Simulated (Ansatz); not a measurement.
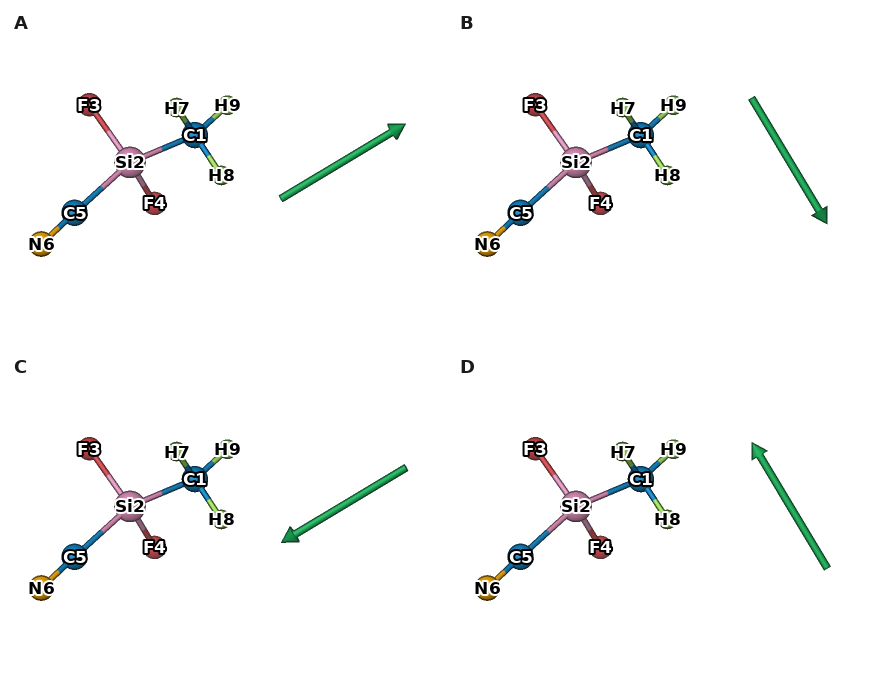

The same molecule four times, each with an arrow. Computed geometry: PBE-D4/def2-SVP optimisation. No frequency run is at hand to confirm it as a minimum. Level of theory: RKS PBE-D4/def2-SVP (Ansatz 0.2.0).

### Which arrow points along the dipole moment, from the negative to the positive end?

A. The dipole moment is 3.44 D; it points from the side of N6 to the side of H9 (the outermost atoms at the two ends).
